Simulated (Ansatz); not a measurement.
# doublet [SO2F2]− at 6 levels

Aim: a comparison of 6 runs (UHF/STO-3G, UBLYP/6-311+G**, UCAM-B3LYP/6-311+G**, UPBE/6-311+G**, UPBE0/6-311+G**, USVWN5/6-311+G**) of doublet [SO2F2]−. 

Program for the calculation: Ansatz 0.2.0.

42 further runs of the same task are left out: 42 set aside as unsound or not needed.

**1. The molecule**

[SO2F2]− has 5 atoms, charge -1, and is taken as a doublet. SMILES of the parent species: `O=S(=O)(F)F`. The coordinates come from a PBE0-D4/def2-TZVP relaxation. That shape belongs to the parent species and isn't relaxed for this state.

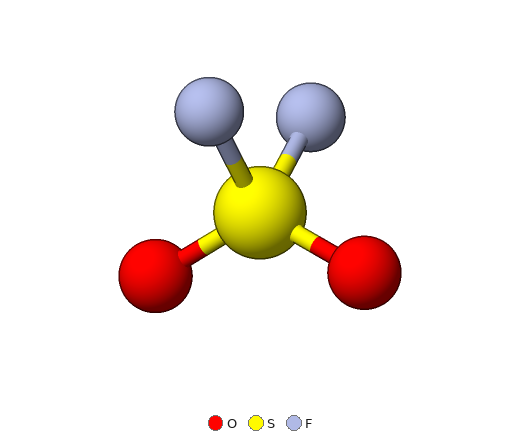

Viewed from a chosen angle; oxygen red, sulfur yellow, fluorine light blue.

**2. The energy at UHF/STO-3G (run 1)**

File molecule.yaml:

```yaml
crystal:
  periodic: [false, false, false]
  atoms:
    - {symbol: O, position_ang: [-0.388200, -0.151100, 1.421700]}
    - {symbol: S, position_ang: [0.070900, -0.096900, 0.095900]}
    - {symbol: O, position_ang: [1.129600, -0.862200, -0.418700]}
    - {symbol: F, position_ang: [-1.140900, -0.267600, -0.837400]}
    - {symbol: F, position_ang: [0.328600, 1.377800, -0.261400]}
basis:
  gaussian:
    orbitals: STO-3G
hamiltonian:
  xc: hf
total_charge: -1
output:
  orbitals: {seedname: orbitals}
magnetization:
  spin_polarized: true
  initial_magnetization: 1
accuracy: high
```

Launch:

```sh
$ ansatz run molecule.yaml --threads 1 --pin off --max-ram 3480MiB --events-out events.jsonl --progress --plain --runs-dir runs
```

Output:

```text
Warning: RAYON_NUM_THREADS=1 ignored (pool sized by the plan → 1); use --threads N
Functional definition: HF
  name "HF"
  exchange = exact_x
  correlation = 0
605 factors; integrals over basis functions are off by at most 2.7e-8 eV
mean field evaluation 1: about -20022.5792 eV, gradient 3.0e1 eV
mean field evaluation 2: about -20022.8693 eV, gradient 3.0e1 eV
mean field evaluation 4: about -20029.6613 eV, gradient 3.2e0 eV
mean field evaluation 8: about -20030.2012 eV, gradient 1.4e-1 eV
mean field evaluation 16: about -20030.4182 eV, gradient 1.8e0 eV
mean field evaluation 32: about -20030.1465 eV, gradient 2.8e0 eV
mean field evaluation 64: about -20030.5408 eV, gradient 1.0e0 eV
mean field evaluation 96: about -20030.6806 eV, gradient 8.4e-1 eV
mean field evaluation 128: about -20030.2016 eV, gradient 1.1e-2 eV
mean field -20030.76856591 eV, -736.1171674547 hartree, gradient 1.4e-8 eV, S^2 0.768321; 4 other end points of the search recorded, 0 dependent functions left out
reference -20030.76856591 eV, -736.1171674547 hartree; 26, 25 occupied and 3, 4 virtual orbitals, 605 factors
Total energy: -20030.76856591 eV, -736.1171674547 hartree
```

Run time: 1.6 s. Hardware: 1 thread of Arm Neoverse V2, shared host; peak memory 0.092 GiB.

**3. A single-point energy at UBLYP/6-311+G(d,p) (run 2)**

Changes to molecule.yaml since step 2:

```diff
@@ -9,12 +9,7 @@
 basis:
-  gaussian:
-    orbitals: STO-3G
-hamiltonian:
-  xc: hf
+  gaussian: {orbitals: 6-311+G_st__st_-spherical.json}
+output: {orbitals: {seedname: orbitals}}
+hamiltonian: {xc: {name: BLYP}}
 total_charge: -1
-output:
-  orbitals: {seedname: orbitals}
-magnetization:
-  spin_polarized: true
-  initial_magnetization: 1
 accuracy: high
+magnetization: {spin_polarized: true, initial_magnetization: 1}
```

The basis set 6-311+G** is read from a file made from the Basis Set Exchange's data (not shown).

Launch:

```sh
$ ansatz run molecule.yaml --threads 1 --pin off --max-ram 3480MiB --events-out events.jsonl --progress --plain --runs-dir runs
```

Output:

```text
Warning: RAYON_NUM_THREADS=1 ignored (pool sized by the plan → 1); use --threads N
Functional definition: BLYP
  name "BLYP"
  parameter beta = 0.0042
  parameter a = 0.04918
  parameter b = 0.132
  parameter c = 0.2533
  parameter d = 0.349
  exchange = b88_x(beta = beta)
  correlation = lyp_c(a = a, b = b, c = c, d = d)
2147 factors; integrals over basis functions are off by at most 4.1e-9 eV
mean field evaluation 1: about -20350.0137 eV, gradient 6.0e1 eV
mean field evaluation 2: about -20258.2144 eV, gradient 1.7e2 eV
mean field evaluation 4: about -20361.8258 eV, gradient 1.7e1 eV
mean field evaluation 8: about -20362.6421 eV, gradient 1.0e-1 eV
mean field evaluation 16: about -20362.6421 eV, gradient 1.8e-4 eV
mean field evaluation 32: about -20361.7228 eV, gradient 5.6e0 eV
mean field -20362.64213232 eV, -748.3132960681 hartree, gradient 8.8e-8 eV, S^2 0.750163; 5 other end points of the search recorded, 0 dependent functions left out
reference -20362.64217095 eV, -748.3132974878 hartree; 26, 25 occupied and 92, 93 virtual orbitals, 2147 factors
Total energy: -20362.64217095 eV, -748.3132974878 hartree
```

Wall time 15 s (1 thread of Arm Neoverse V2, shared host); peak memory 0.4 GiB.

Runs 3 to 4 aren't shown in full; the table further down has their settings and results.

**4. The energy at UPBE0/6-311+G(d,p) (run 5)**

File run.yaml:

```yaml
crystal:
  periodic: [false, false, false]
  atoms:
    - {symbol: O, position_ang: [-0.388200, -0.151100, 1.421700]}
    - {symbol: S, position_ang: [0.070900, -0.096900, 0.095900]}
    - {symbol: O, position_ang: [1.129600, -0.862200, -0.418700]}
    - {symbol: F, position_ang: [-1.140900, -0.267600, -0.837400]}
    - {symbol: F, position_ang: [0.328600, 1.377800, -0.261400]}
basis:
  gaussian: {orbitals: 6-311+G_st__st_-spherical.json}
magnetization: {spin_polarized: true, initial_magnetization: 1}
total_charge: -1
hamiltonian: {xc: pbe0}
accuracy: high
output: {orbitals: {seedname: orbitals}}
```

The basis set 6-311+G** is read from a file made from the Basis Set Exchange's data (not shown).

Launch:

```sh
$ ansatz run run.yaml --threads 1 --pin off --max-ram 3480MiB --events-out events.jsonl --progress --plain --runs-dir runs
```

Output:

```text
Warning: RAYON_NUM_THREADS=1 ignored (pool sized by the plan → 1); use --threads N
Functional definition: PBE0
  name "PBE0"
  parameter a = 0.25
  parameter kappa = 0.804
  parameter beta = 0.06672455060314922
  exchange = (1 - a)*pbe_x(kappa = kappa, mu = beta*pi^2/3) + a*exact_x
  correlation = pbe_c(beta = beta)
2147 factors; integrals over basis functions are off by at most 4.1e-9 eV
mean field evaluation 1: about -20339.8793 eV, gradient 5.2e1 eV
mean field evaluation 2: about -20308.0942 eV, gradient 1.1e2 eV
mean field evaluation 4: about -20349.3827 eV, gradient 7.1e0 eV
mean field evaluation 8: about -20349.9856 eV, gradient 4.2e-1 eV
mean field evaluation 16: about -20349.9877 eV, gradient 2.0e-2 eV
mean field evaluation 32: about -20349.9877 eV, gradient 3.2e-6 eV
mean field -20349.98772659 eV, -747.8482552351 hartree, gradient 5.9e-8 eV, S^2 0.750607; 6 other end points of the search recorded, 0 dependent functions left out
reference -20349.98772888 eV, -747.8482553194 hartree; 26, 25 occupied and 92, 93 virtual orbitals, 2147 factors
Total energy: -20349.98772888 eV, -747.8482553194 hartree
```

Run time: 32 s. Hardware: 1 thread of Arm Neoverse V2, shared host; peak memory 0.58 GiB.

**5. The energy at USVWN5/6-311+G(d,p) (run 6)**

File job.yaml:

```yaml
crystal:
  periodic: [false, false, false]
  atoms:
    - {symbol: O, position_ang: [-0.388200, -0.151100, 1.421700]}
    - {symbol: S, position_ang: [0.070900, -0.096900, 0.095900]}
    - {symbol: O, position_ang: [1.129600, -0.862200, -0.418700]}
    - {symbol: F, position_ang: [-1.140900, -0.267600, -0.837400]}
    - {symbol: F, position_ang: [0.328600, 1.377800, -0.261400]}
basis:
  gaussian: {orbitals: 6-311+G_st__st_-spherical.json}
total_charge: -1
magnetization: {spin_polarized: true, initial_magnetization: 1}
hamiltonian: {xc: {name: SVWN5}}
accuracy: high
output: {orbitals: {seedname: orbitals}}
```

The basis set 6-311+G** is read from a file made from the Basis Set Exchange's data (not shown).

Launch:

```sh
$ ansatz run job.yaml --threads 1 --pin off --max-ram 3480MiB --events-out events.jsonl --progress --plain --runs-dir runs
```

Output:

```text
Warning: RAYON_NUM_THREADS=1 ignored (pool sized by the plan → 1); use --threads N
Functional definition: SVWN5
  name "SVWN5"
  exchange = slater_x
  correlation = vwn5_c
2147 factors; integrals over basis functions are off by at most 4.1e-9 eV
mean field evaluation 1: about -20252.9369 eV, gradient 5.7e1 eV
mean field evaluation 2: about -20162.5983 eV, gradient 1.7e2 eV
mean field evaluation 4: about -20263.8871 eV, gradient 1.5e1 eV
mean field evaluation 8: about -20264.5610 eV, gradient 1.6e-1 eV
mean field evaluation 16: about -20264.5611 eV, gradient 1.3e-4 eV
mean field evaluation 32: about -20264.4147 eV, gradient 2.2e0 eV
mean field -20264.56114541 eV, -744.7088862808 hartree, gradient 6.7e-8 eV, S^2 0.750179; 3 other end points of the search recorded, 0 dependent functions left out
reference -20264.56114787 eV, -744.7088863714 hartree; 26, 25 occupied and 92, 93 virtual orbitals, 2147 factors
Total energy: -20264.56114787 eV, -744.7088863714 hartree
```

Wall time 7.5 s (1 thread of Arm Neoverse V2, shared host); peak memory 0.37 GiB.

**6. Overview of the runs**

```
run                 level  energy (Eh)  HOMO energy (eV)  LUMO energy (eV)   ⟨S²⟩  wall time
  1            UHF/STO-3G  -736.117167              8.45             19.63  0.768      1.6 s
  2       UBLYP/6-311+G**  -748.313297              2.75              3.02  0.750       15 s
  3  UCAM-B3LYP/6-311+G**  -748.252269              1.52              4.21  0.751       25 s
  4        UPBE/6-311+G**  -747.846745              2.67              3.10  0.750       17 s
  5       UPBE0/6-311+G**  -747.848255              2.25              3.76  0.751       32 s
  6      USVWN5/6-311+G**  -744.708886              2.52              2.85  0.750      7.5 s
```

**7. Summary of results**

```
                                 quantity          value
                      run 6: total energy  -744.70889 Eh
run 6: HOMO energy (highest over α and β)        2.52 eV
 run 6: LUMO energy (lowest over α and β)        2.85 eV
                              run 6: ⟨S²⟩          0.750
```

In words: Totals of different functionals can't be ranked against each other. In runs 1, 2, 3, 4, 5, 6 the HOMO lies above zero, so the outermost electron may be held by the basis alone. In run 1 the basis is minimal, so the values are rough. All runs together took 99 s, the longest 32 s.
